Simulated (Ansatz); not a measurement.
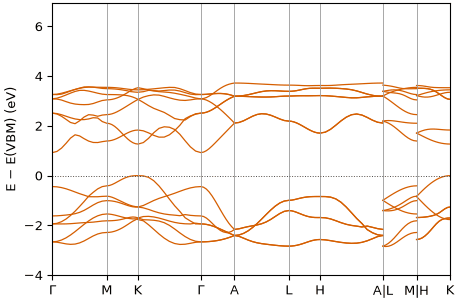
Figure: Band structure from LDA (plane waves, PAW; program Ansatz)

### Question
Read off the gap and where the band edges lie.

### Answer
About 0.9 eV (0.93 eV by a search for the band edges); maximum at K, minimum at Γ.

### Question
Pick the material that matches.
A) LaN, P6_3mc (La on 2b, N on 2b)
B) GaN, P6_3mc (Pearson symbol hP12)
C) PbI2, P6_3mc (Pearson symbol hP12)
D) PbI2, P6_3mc (Pb on 2b, I on 2b, I on 2a)

### Answer
A, LaN, P6_3mc (La on 2b, N on 2b)

The first step of the workflow began from a Materials Project structure, measured or hypothetical; the Crystallography Open Database copy checked does not list it. COD files the formula under space group No. 225, so this cell is another polymorph or a model. Whether it is the stable phase at ambient conditions was not checked. The LDA relaxation kept the symmetry of its start; phonons on a q-mesh show no instability. Scalar-relativistic: spin–orbit coupling is off unless named, which matters more the heavier the elements.

Potentials: the later of the program's two PAW sets.
